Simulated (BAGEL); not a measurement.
**BSiH5 (boranylsilane): FCI/STO-3G (density fitting with cc-pvqz-jkfit)**

Aim: the vertical singlet–triplet gap of BSiH5 (boranylsilane) at FCI/STO-3G (density fitting with cc-pvqz-jkfit), from 2 runs. 

The results are computed with BAGEL 1.2.2.

1 further run of the same task is left out (set aside as unsound or not needed).

### Step 1. The structure to begin with

BSiH5 has 7 atoms, charge 0, and is taken as a singlet. SMILES: `B[SiH3]`. Geometry: relaxed at PBE0-D4/def2-TZVP.

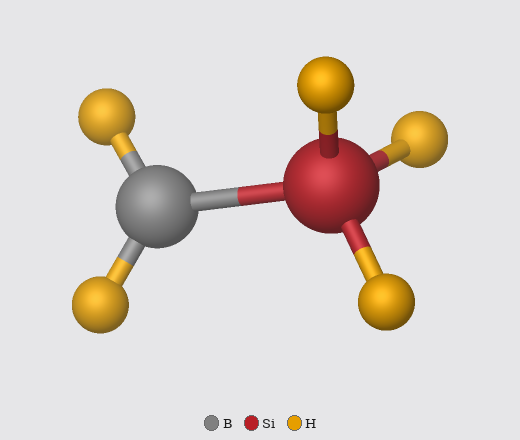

The structure, seen from a chosen angle (boron grey, silicon red, hydrogen amber).

### Step 2. A single-point energy at FCI/STO-3G (density fitting with cc-pvqz-jkfit)

input.json reads:

```json
{ "bagel": [

{
  "title": "molecule",
  "basis": "sto-3g",
  "df_basis": "cc-pvqz-jkfit",
  "angstrom": "true",
  "geometry": [
    { "atom": "B", "xyz": [      -0.043200,      -1.189000,       0.204300 ] },
    { "atom": "Si", "xyz": [       0.089100,       0.785300,      -0.148500 ] },
    { "atom": "H", "xyz": [      -1.126000,      -1.690600,       0.290100 ] },
    { "atom": "H", "xyz": [       0.906400,      -1.902500,       0.335400 ] },
    { "atom": "H", "xyz": [      -0.616000,       1.093400,      -1.427200 ] },
    { "atom": "H", "xyz": [      -0.623600,       1.516700,       0.939600 ] },
    { "atom": "H", "xyz": [       1.474500,       1.318800,      -0.239500 ] }
  ]
},

{
  "title": "hf"
},

{
  "title": "fci",
  "nstate": 1,
  "ncore": 6
}

]}
```

On the command line:

```console
$ BAGEL_NUM_THREADS=1 BAGEL input.json > input.out
```

Output:

```text
* using 1 threads per process

  ===============================================================
  ===============================================================

  *** Geometry ***

  { "atom" : "B", "xyz" : [     -0.081636,     -2.246884,      0.386071 ] },
  { "atom" : "Si", "xyz" : [      0.168375,      1.484002,     -0.280624 ] },
  { "atom" : "H", "xyz" : [     -2.127832,     -3.194771,      0.548210 ] },
  { "atom" : "H", "xyz" : [      1.712848,     -3.595204,      0.633814 ] },
  { "atom" : "H", "xyz" : [     -1.164071,      2.066227,     -2.697017 ] },
  { "atom" : "H", "xyz" : [     -1.178433,      2.866148,      1.775587 ] },
  { "atom" : "H", "xyz" : [      2.786401,      2.492171,     -0.452589 ] },

  Number of auxiliary basis functions:      509

  Since a DF basis is specified, we compute 2- and 3-index integrals:
    o Being stored without compression. Storage requirement is 0.001 GB

  Number of basis functions:       19
  Number of electrons      :       24

    * METHOD: MOLECULE                             0.14

  *** RHF ***

  === Nuclear Repulsion ===
    47.5644489367

      * DIIS with orbital gradients will be used.

  === RHF iteration (sto-3g) ===
      0       -312.81388178          0.01208523           0.01
      1       -312.84094059          0.00275689           0.01
      2       -312.84251864          0.00047013           0.01
      3       -312.84256364          0.00002530           0.01
      4       -312.84256375          0.00000425           0.01
      5       -312.84256376          0.00000069           0.01
      6       -312.84256376          0.00000013           0.01
      7       -312.84256376          0.00000001           0.01
    * SCF iteration converged.

    * Permanent dipole moment:
           (   -0.034324,     0.074405,    -0.013482) a.u.

    * METHOD: HF                                   0.08

  ---------------------------
        FCI calculation
  ---------------------------

  Performs exactly the same way as Knowles & Handy 1984 CPL

  o alpha-beta strings
      length:          3432
  o size of the space
      determinant space:  2944656
      spin-adapted space: 736164

  o single displacement lists (alpha)
      length:         82368
  o single displacement lists (beta)
      length:         82368

     guess   0:   closed 111111.......        open .............

  === FCI iteration ===

      0  0      -312.84256376     2.33e-04      3.91
      1  0      -312.94369055     8.56e-05      3.94
      2  0      -312.95250399     2.91e-05      3.88
      3  0      -312.95334039     1.08e-05      3.89
      4  0      -312.95345674     4.05e-06      3.98
      5  0      -312.95347330     1.71e-06      3.94
      6  0      -312.95347621     7.86e-07      4.00
      7  0      -312.95347682     3.41e-07      4.01
      8  0      -312.95347692     1.44e-07      4.02
      9  0      -312.95347694     5.88e-08      3.99
     10  0      -312.95347694     2.37e-08      3.85
     11  0      -312.95347694     9.08e-09      3.87
     12  0      -312.95347694     3.47e-09      3.82
     13  0      -312.95347694     1.32e-09      3.91
     14  0      -312.95347694     4.83e-10      3.54
     15  0      -312.95347694     1.69e-10      3.67
     16  0 *    -312.95347694     6.19e-11      3.01

     * ci vector, state   0, <S^2> = 0.0000
       222222.......     0.9600248363
       222.22....2..    -0.0597901848

    * METHOD: FCI                                 66.47

  ===============================================================
```

It took 67 s on 1 thread of Arm Neoverse V2, shared host; peak memory 4.9 GiB.

### Step 3. The triplet at the same level

input.json reads:

```json
{ "bagel": [

{
  "title": "molecule",
  "basis": "sto-3g",
  "df_basis": "cc-pvqz-jkfit",
  "angstrom": true,
  "geometry": [
    { "atom": "B", "xyz": [   -0.043200,   -1.189000,    0.204300 ] },
    { "atom": "Si", "xyz": [    0.089100,    0.785300,   -0.148500 ] },
    { "atom": "H", "xyz": [   -1.126000,   -1.690600,    0.290100 ] },
    { "atom": "H", "xyz": [    0.906400,   -1.902500,    0.335400 ] },
    { "atom": "H", "xyz": [   -0.616000,    1.093400,   -1.427200 ] },
    { "atom": "H", "xyz": [   -0.623600,    1.516700,    0.939600 ] },
    { "atom": "H", "xyz": [    1.474500,    1.318800,   -0.239500 ] }
  ]
},
{ "title": "hf" },
{ "title": "fci", "nstate": 1, "ncore": 6, "nspin": 2 }

]}
```

On the command line:

```console
$ BAGEL_NUM_THREADS=1 BAGEL input.json > input.out
```

Output:

```text
* using 1 threads per process

  ===============================================================
  ===============================================================

  *** Geometry ***

  { "atom" : "B", "xyz" : [     -0.081636,     -2.246884,      0.386071 ] },
  { "atom" : "Si", "xyz" : [      0.168375,      1.484002,     -0.280624 ] },
  { "atom" : "H", "xyz" : [     -2.127832,     -3.194771,      0.548210 ] },
  { "atom" : "H", "xyz" : [      1.712848,     -3.595204,      0.633814 ] },
  { "atom" : "H", "xyz" : [     -1.164071,      2.066227,     -2.697017 ] },
  { "atom" : "H", "xyz" : [     -1.178433,      2.866148,      1.775587 ] },
  { "atom" : "H", "xyz" : [      2.786401,      2.492171,     -0.452589 ] },

  Number of auxiliary basis functions:      509

  Since a DF basis is specified, we compute 2- and 3-index integrals:
    o Being stored without compression. Storage requirement is 0.001 GB

  Number of basis functions:       19
  Number of electrons      :       24

    * METHOD: MOLECULE                             0.15

  *** RHF ***

  === Nuclear Repulsion ===
    47.5644489367

      * DIIS with orbital gradients will be used.

  === RHF iteration (sto-3g) ===
      0       -312.81388178          0.01208523           0.01
      1       -312.84094059          0.00275689           0.01
      2       -312.84251864          0.00047013           0.01
      3       -312.84256364          0.00002530           0.01
      4       -312.84256375          0.00000425           0.01
      5       -312.84256376          0.00000069           0.01
      6       -312.84256376          0.00000013           0.01
      7       -312.84256376          0.00000001           0.01
    * SCF iteration converged.

    * Permanent dipole moment:
           (   -0.034324,     0.074405,    -0.013482) a.u.

    * METHOD: HF                                   0.09

  ---------------------------
        FCI calculation
  ---------------------------

  Performs exactly the same way as Knowles & Handy 1984 CPL

  o alpha-beta strings
      length:          3003
  o size of the space
      determinant space:  2208492
      spin-adapted space: 1288287

  o single displacement lists (alpha)
      length:         84084
  o single displacement lists (beta)
      length:         57915

     guess   0:   closed 11111........        open .....11......

  === FCI iteration ===

      0  0      -312.64013039     2.75e-04      2.95
      1  0      -312.74745581     1.35e-04      2.67
      2  0      -312.76782707     5.82e-05      2.61
      3  0      -312.77087703     2.19e-05      2.98
      4  0      -312.77124274     9.14e-06      3.06
      5  0      -312.77130923     3.79e-06      3.12
      6  0      -312.77132234     1.88e-06      3.03
      7  0      -312.77132619     1.21e-06      2.87
      8  0      -312.77132816     9.82e-07      2.88
      9  0      -312.77132936     7.25e-07      2.92
     10  0      -312.77132984     4.09e-07      3.01
     11  0      -312.77132997     2.05e-07      3.02
     12  0      -312.77133001     1.10e-07      3.04
     13  0      -312.77133002     5.93e-08      3.11
     14  0      -312.77133002     3.03e-08      3.18
     15  0      -312.77133002     1.56e-08      3.19
     16  0      -312.77133002     7.51e-09      3.17
     17  0      -312.77133002     3.22e-09      3.17
     18  0      -312.77133002     1.39e-09      3.14
     19  0      -312.77133002     6.31e-10      3.24
    ** throwing out 1 trial vectors **
     20  0      -312.77133002     2.94e-10      3.26
    ** throwing out 1 trial vectors **
     21  0      -312.77133002     1.37e-10      3.21
    ** throwing out 1 trial vectors **
     22  0 *    -312.77133002     6.23e-11      2.77

     * ci vector, state   0, <S^2> = 2.0000
       22222aa......    -0.9401581573
       a22222a......     0.0945607647
       2a2222a......     0.0898930048
       222.2aa...2..     0.0611534750
       22222.aa.....    -0.0551999087
       22222.a..a...    -0.0538360172

    * METHOD: FCI                                 70.67

  ===============================================================
```

Wall time 71 s (1 thread of Arm Neoverse V2, shared host); peak memory 3.8 GiB.

### Step 4. Results

At FCI/STO-3G (density fitting with cc-pvqz-jkfit), 6 core orbitals frozen:

| quantity | value |
| --- | --- |
| singlet: total energy | -312.95348 Eh |
| triplet: total energy | -312.77133 Eh |
| vertical energy of the triplet above the singlet | 4.956 eV |

In words: At this shape the triplet lies 4.96 eV (478 kJ/mol) above the singlet. In a minimal basis such a difference can be off by several eV, whatever the method.
